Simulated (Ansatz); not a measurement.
Run report: WH3ClOF3, nudged elastic band (part 2 of 2)

The same run, continued: WH3ClOF3, multiplicity 2; UKS PBE/def2-SVP (Ansatz 0.2.0). It belongs to a series of runs on one base structure; here: band between the two ends.

Geometry of the input (Å):
```
W  0.0075  -0.2542  0.5958
H  -0.3429  -1.7500  1.4887
F  1.8606  -0.0368  0.5143
Cl -0.3067  2.1430  0.6457
F  -1.8237  -0.4289  0.2332
F  0.3310  -1.7040  -0.5926
H  -0.0962  0.5915  -0.9838
O  -0.0539  0.1164  2.4827
H  -0.0901  1.0619  2.7631
```

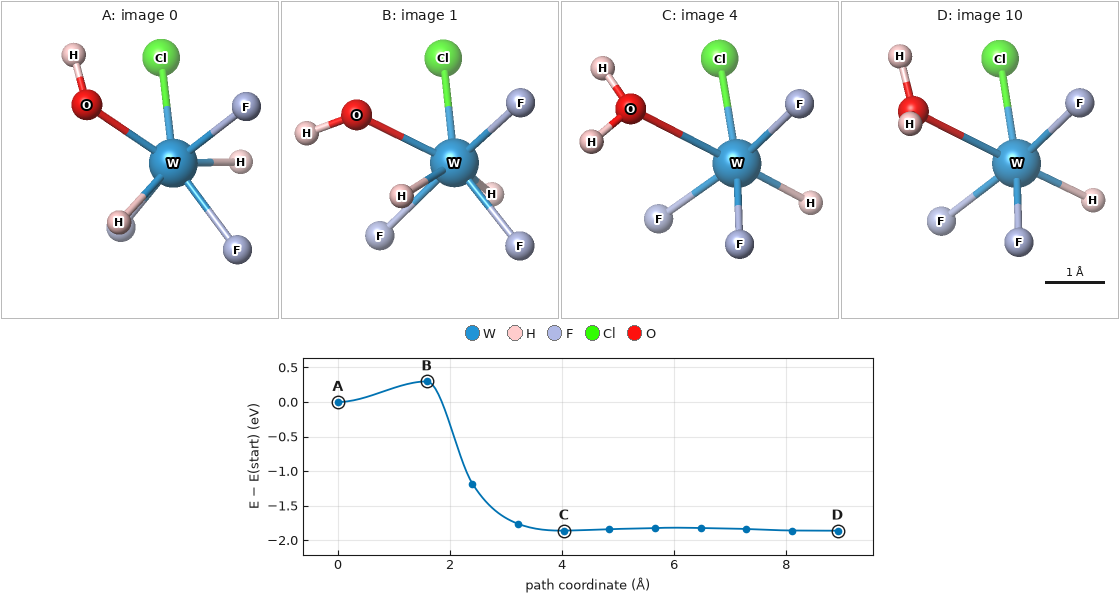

*Images of the last band (counted from 0; ball-and-stick, seen at a tilt) above the energy along the path; the line is a cubic interpolation that uses the forces.*

The highest image is number 1, 0.298 eV above the start and 2.160 eV above the end (the climbing image); the end lies 1.862 eV below the start. The path is 8.92 Å long. The band converged in 33 iterations.

```
Total energy: -24572.18783950 eV, -903.0112474747 hartree
Atom 0 at     0.134932    -0.061345     0.424443 Å, force    -0.000730    -0.014704     0.015932 eV/Å
Atom 1 at     0.070632    -1.366415     1.737760 Å, force    -0.000703    -0.001671    -0.011321 eV/Å
Atom 2 at     2.002790    -0.116244     0.463576 Å, force     0.001750     0.002152    -0.001083 eV/Å
Atom 3 at     0.228286     2.270060     0.395120 Å, force     0.001195     0.002354     0.004035 eV/Å
Atom 4 at    -1.722690    -0.423017     0.644549 Å, force     0.000210     0.001769     0.000375 eV/Å
Atom 5 at     0.305473    -1.600542    -0.653842 Å, force    -0.001425     0.002273    -0.003442 eV/Å
Atom 6 at    -0.579185     0.425166    -1.050479 Å, force    -0.000521    -0.004832    -0.005434 eV/Å
Atom 7 at    -0.022925     0.254265     2.413066 Å, force    -0.001163     0.015721     0.001901 eV/Å
Atom 8 at    -0.931716     0.356972     2.772908 Å, force     0.001387    -0.003063    -0.000964 eV/Å
Dipole moment:    -0.229957     0.035182     0.358352 e Å
this run last wrote the band of iteration 33 to [file]
```

The last band as extended XYZ (Å, eV, eV/Å)
```
9
Properties=species:S:1:pos:R:3:forces:R:3 image=0 energy=-24572.48608
W     0.0075   -0.2542    0.5958    0.0033  -0.0119   0.0148
H    -0.3429   -1.7500    1.4887   -0.0013   0.0071  -0.0050
F     1.8606   -0.0368    0.5143   -0.0049   0.0021   0.0053
Cl   -0.3067    2.1430    0.6457   -0.0005  -0.0011  -0.0059
F    -1.8237   -0.4289    0.2332    0.0014   0.0021  -0.0016
F     0.3310   -1.7040   -0.5926    0.0021   0.0001  -0.0025
H    -0.0962    0.5915   -0.9838   -0.0053   0.0035  -0.0002
O    -0.0539    0.1164    2.4827    0.0010   0.0038  -0.0024
H    -0.0901    1.0619    2.7631    0.0043  -0.0058  -0.0024
9
Properties=species:S:1:pos:R:3:forces:R:3 image=1 energy=-24572.18777
W     0.1349   -0.0613    0.4244   -0.0007  -0.0147   0.0159
H     0.0706   -1.3664    1.7378   -0.0007  -0.0017  -0.0113
F     2.0028   -0.1162    0.4636    0.0018   0.0022  -0.0011
Cl    0.2283    2.2701    0.3951    0.0012   0.0024   0.0040
F    -1.7227   -0.4230    0.6445    0.0002   0.0018   0.0004
F     0.3055   -1.6005   -0.6538   -0.0014   0.0023  -0.0034
H    -0.5792    0.4252   -1.0505   -0.0005  -0.0048  -0.0054
O    -0.0229    0.2543    2.4131   -0.0012   0.0157   0.0019
H    -0.9317    0.3570    2.7729    0.0014  -0.0031  -0.0010
9
Properties=species:S:1:pos:R:3:forces:R:3 image=2 energy=-24573.66837
W     0.1466    0.0134    0.1830   -0.0237   0.1735  -0.5025
H    -0.0580   -1.0261    2.2654   -0.3164   0.6322   1.0185
F     2.0077   -0.0320    0.4588   -0.0233  -0.0106  -0.1795
Cl    0.0786    2.3146    0.4550   -0.1234   0.0800   0.2041
F    -1.6744   -0.4141    0.5664    0.0594   0.1860  -0.0442
F     0.4826   -1.6729   -0.6122    0.1049  -0.1421  -0.0231
H    -0.5093    0.3743   -1.3116    0.0323   0.0224  -0.4869
O    -0.0363   -0.0389    2.4418    0.1141  -0.6471   0.0791
H    -0.9520    0.2205    2.7005    0.1761  -0.2944  -0.0657
9
Properties=species:S:1:pos:R:3:forces:R:3 image=3 energy=-24574.24850
W     0.0847    0.0969    0.0519   -0.0332   0.0459  -0.0646
H    -0.0964   -1.2056    2.5896   -0.0151  -0.0780   0.1594
F     1.9241    0.1119    0.2834   -0.0410   0.0861  -0.0753
Cl   -0.0268    2.3784    0.5175   -0.0721   0.0323   0.0225
F    -1.7171   -0.2034    0.4332   -0.0093   0.0838  -0.0678
F     0.2895   -1.7698   -0.3483   -0.0743  -0.0471   0.1347
H    -0.2253    0.4034   -1.5866    0.1404   0.0022  -0.1330
O     0.0277   -0.2509    2.4220    0.0284  -0.0997  -0.0127
H    -0.7749    0.1779    2.7844    0.0761  -0.0256   0.0369
9
Properties=species:S:1:pos:R:3:forces:R:3 image=4 energy=-24574.34673
W     0.0467    0.0584    0.0228    0.0131   0.0125   0.0107
H    -0.4031   -1.1709    2.7344   -0.0043  -0.0034   0.0031
F     1.8808    0.2211    0.2262   -0.0006   0.0007  -0.0035
Cl   -0.2765    2.3042    0.6141    0.0033  -0.0043  -0.0031
F    -1.7839   -0.2520    0.1544   -0.0054   0.0004  -0.0019
F     0.2909   -1.8249   -0.2224   -0.0006  -0.0069   0.0015
H     0.0170    0.3825   -1.6458   -0.0064  -0.0009   0.0002
O     0.0141   -0.3685    2.3654    0.0181  -0.0037  -0.0195
H    -0.3004    0.3890    2.8980   -0.0171   0.0056   0.0125
9
Properties=species:S:1:pos:R:3:forces:R:3 image=5 energy=-24574.32581
W     0.0401    0.0227   -0.0019   -0.0034  -0.0044  -0.0019
H    -0.8141   -0.8306    2.6976    0.0041  -0.0148  -0.0001
F     1.8230    0.3214    0.3886    0.0096  -0.0041  -0.0052
Cl   -0.4917    2.2501    0.5005    0.0050   0.0021   0.0066
F    -1.7333   -0.4718    0.2605    0.0004   0.0026   0.0042
F     0.4588   -1.8105   -0.3438   -0.0009   0.0009  -0.0002
H     0.0206    0.3467   -1.6708   -0.0019  -0.0006   0.0011
O     0.0362   -0.4539    2.3961    0.0060  -0.0019  -0.0056
H     0.1461    0.3648    2.9202   -0.0190   0.0202   0.0010
9
Properties=species:S:1:pos:R:3:forces:R:3 image=6 energy=-24574.30990
W     0.0319    0.0407   -0.0154    0.0036  -0.0046   0.0045
H    -1.0403   -0.3715    2.7696   -0.0016   0.0291   0.0160
F     1.7695    0.2575    0.5948    0.0019  -0.0054  -0.0043
Cl   -0.4171    2.3094    0.3614   -0.0011  -0.0067   0.0140
F    -1.7699   -0.3686    0.1347    0.0000  -0.0067  -0.0015
F     0.4008   -1.8070   -0.3336    0.0021  -0.0033  -0.0154
H     0.1916    0.3554   -1.6776    0.0001   0.0050  -0.0013
O    -0.1706   -0.5409    2.3594    0.0074  -0.0331  -0.0235
H     0.4898   -0.1360    2.9538   -0.0125   0.0257   0.0116
9
Properties=species:S:1:pos:R:3:forces:R:3 image=7 energy=-24574.30901
W     0.0168    0.1258    0.0061    0.0003   0.0035   0.0005
H    -1.0007   -0.6934    2.7044    0.0023  -0.0158  -0.0040
F     1.7763    0.1608    0.5925   -0.0006   0.0041   0.0014
Cl   -0.1393    2.4471    0.1099    0.0013   0.0045  -0.0100
F    -1.8195   -0.0607    0.1837    0.0004   0.0047   0.0024
F     0.1467   -1.7899   -0.0782   -0.0011   0.0024   0.0105
H     0.2036    0.2419   -1.6792   -0.0007  -0.0035  -0.0002
O    -0.2370   -0.1484    2.4326   -0.0014   0.0126   0.0029
H     0.5386   -0.5444    2.8752   -0.0006  -0.0126  -0.0035
9
Properties=species:S:1:pos:R:3:forces:R:3 image=8 energy=-24574.32327
W     0.0313    0.1380    0.0299    0.0015   0.0013   0.0014
H    -0.9451   -0.1979    2.8003   -0.0008   0.0191   0.0017
F     1.8417    0.2155    0.4085    0.0046   0.0064  -0.0037
Cl   -0.1333    2.4593    0.1126   -0.0031  -0.0001  -0.0004
F    -1.7971   -0.0579    0.3139    0.0014  -0.0038   0.0015
F     0.1457   -1.7815    0.0269    0.0054   0.0008   0.0049
H     0.0452    0.2184   -1.6683   -0.0029  -0.0010   0.0010
O    -0.0332   -0.1879    2.4478    0.0053  -0.0028   0.0006
H     0.3305   -1.0672    2.6756   -0.0112  -0.0197  -0.0070
9
Properties=species:S:1:pos:R:3:forces:R:3 image=9 energy=-24574.34521
W     0.0303    0.1165    0.0397   -0.0002  -0.0008  -0.0009
H    -0.5629    0.1706    2.9861    0.0041   0.0062   0.0034
F     1.8643    0.3166    0.2120    0.0016   0.0015  -0.0023
Cl   -0.2909    2.4092    0.3405   -0.0015  -0.0012   0.0032
F    -1.7958   -0.2018    0.2206    0.0001  -0.0025  -0.0024
F     0.2681   -1.7904    0.0192    0.0016   0.0001   0.0002
H    -0.0322    0.2773   -1.6515   -0.0001   0.0003   0.0004
O     0.0419   -0.3038    2.3836    0.0025  -0.0018  -0.0015
H    -0.0372   -1.2552    2.5968   -0.0080  -0.0018  -0.0002
9
Properties=species:S:1:pos:R:3:forces:R:3 image=10 energy=-24574.34791
W    -0.0708    0.0822    0.0263    0.0002  -0.0014  -0.0008
H    -0.1403    0.3082    2.9827    0.0011   0.0049   0.0054
F     1.7378    0.3056    0.4087   -0.0018  -0.0013   0.0011
Cl   -0.4893    2.3231    0.5569   -0.0010  -0.0041  -0.0006
F    -1.8854   -0.2760   -0.0939    0.0011   0.0034  -0.0004
F     0.2691   -1.7983   -0.1389    0.0009   0.0023  -0.0005
H     0.1329    0.4131   -1.6284   -0.0008  -0.0001   0.0011
O    -0.2572   -0.4143    2.3354    0.0051  -0.0134  -0.0022
H     0.1888   -1.2047    2.6983   -0.0047   0.0100  -0.0031
```

Summary

- outcome: converged
- barrier, forward: 0.298 eV
- barrier, backward: 2.160 eV
- hardware: 4 threads of Intel Xeon (Sapphire Rapids), 32 GiB of memory available, shared host
- wall time: 11 min (CPU time 41 min)
- peak memory: 0.36 GiB

The order of the saddle point was not checked.
